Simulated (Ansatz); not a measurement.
**AlHSe2: one structure at several levels**

A test off equilibrium: a structure displaced at random from a GFN2-xTB minimum is computed at several levels, and each is set against CCSD(T).

Method: single points in def2-TZVPP; program: Ansatz 0.2.0, Gaussian basis.

Cores are frozen in the correlated methods. Filled d shells of the heavier atoms are correlated.

## (1) Starting geometry

SMILES `[AlH]1[Se][Se]1`, 4 atoms, charge 0, spin multiplicity 1.

Atoms are counted from 1 here; the program's logs count them from 0.

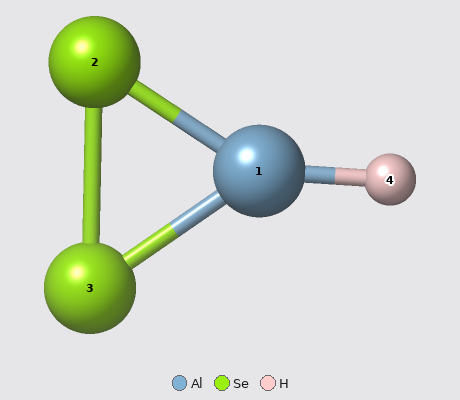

Start geometry, drawn with aluminium light blue, selenium green, hydrogen pink; atoms are numbered from 1 in the order of the file.

As a file:

```xyz
4

Al    0.48160   -0.25150   -0.25170
Se   -0.15370    1.21810    1.36700
Se   -1.88840   -0.15940   -0.01870
H     1.55060   -0.82640   -1.15550
```

## (2) CCSD(T)/def2-TZVPP

Contents of run/in.yaml:

```yaml
crystal:
  periodic: [false, false, false]
  atoms:
    - {symbol: Al, position_ang: [0.481600, -0.251500, -0.251700]}
    - {symbol: Se, position_ang: [-0.153700, 1.218100, 1.367000]}
    - {symbol: Se, position_ang: [-1.888400, -0.159400, -0.018700]}
    - {symbol: H, position_ang: [1.550600, -0.826400, -1.155500]}
basis:
  gaussian: {orbitals: def2-TZVPP}
correlation: {method: ccsd_t}
output: {forces: true}
```

The command line of these runs was not kept.

## (3) PBE0-D4/def2-TZVPP

Edit run/in.yaml of step 2 so:

```diff
@@ -9,3 +9,3 @@
   gaussian: {orbitals: def2-TZVPP}
-correlation: {method: ccsd_t}
-output: {forces: true}
+hamiltonian: {xc: pbe0, dispersion: d4}
+output: {forces: true, orbitals: {seedname: orbitals}}
```

## (4) wB97M-V/def2-TZVPP

Edit run/in.yaml of step 3 so:

```diff
@@ -9,3 +9,3 @@
   gaussian: {orbitals: def2-TZVPP}
-hamiltonian: {xc: pbe0, dispersion: d4}
-output: {forces: true, orbitals: {seedname: orbitals}}
+hamiltonian: {xc: {name: wB97M-V}}
+output: {forces: true}
```

## (5) r2SCAN-D4/def2-TZVPP

Edit run/in.yaml of step 4 so:

```diff
@@ -9,3 +9,3 @@
   gaussian: {orbitals: def2-TZVPP}
-hamiltonian: {xc: {name: wB97M-V}}
+hamiltonian: {xc: r2scan, dispersion: d4}
 output: {forces: true}
```

## (6) PBE-D4/def2-TZVPP

Edit run/in.yaml of step 5 so:

```diff
@@ -9,3 +9,3 @@
   gaussian: {orbitals: def2-TZVPP}
-hamiltonian: {xc: r2scan, dispersion: d4}
+hamiltonian: {xc: pbe, dispersion: d4}
 output: {forces: true}
```

## (7) BHLYP-D4/def2-TZVPP

Edit run/in.yaml of step 6 so:

```diff
@@ -9,3 +9,3 @@
   gaussian: {orbitals: def2-TZVPP}
-hamiltonian: {xc: pbe, dispersion: d4}
+hamiltonian: {xc: {name: BHLYP}, dispersion: d4}
 output: {forces: true}
```

## (8) CAM-B3LYP-D4/def2-TZVPP

Edit run/in.yaml of step 7 so:

```diff
@@ -9,3 +9,3 @@
   gaussian: {orbitals: def2-TZVPP}
-hamiltonian: {xc: {name: BHLYP}, dispersion: d4}
+hamiltonian: {xc: {name: CAM-B3LYP}, dispersion: d4}
 output: {forces: true}
```

(Steps that only read results are left out.)

Q: Predict the outcome of this session. Wanted: energy less free atoms, CCSD(T)/def2-TZVPP; RMS force component; RMS force error; HOMO and LUMO, PBE0-D4; T1 diagnostic.

**Answer**, as computed:

```
                                  quantity                                                                                                 value
energy less free atoms, CCSD(T)/def2-TZVPP                                                                                       -222.1 kcal/mol
                       RMS force component                                                                  0.666 to 0.811 eV/Å over the methods
                           RMS force error  PBE0-D4 0.160, wB97M-V 0.215, r2SCAN-D4 0.087, PBE-D4 0.082, BHLYP-D4 0.184, CAM-B3LYP-D4 0.179 eV/Å
                    HOMO and LUMO, PBE0-D4                                                                                    -6.21 and -2.79 eV
                             T1 diagnostic                                                                                                 0.011
```

**Reading.** Against CCSD(T) the functionals' energies less atoms differ by -15.3 to +5.0 kcal/mol, PBE-D4 by -15.3 kcal/mol. The reference is not at the basis limit: in triple zeta CCSD(T) underbinds, which counts against methods that bind more; the gaps are no ranking. For forces PBE-D4 does best and wB97M-V worst. Frozen-core CCSD(T) forces in triple zeta carry basis errors of their own, and this is one geometry, so small gaps rank nothing. The restricted Hartree–Fock reference is unstable towards an unrestricted one at one or more of these structures.
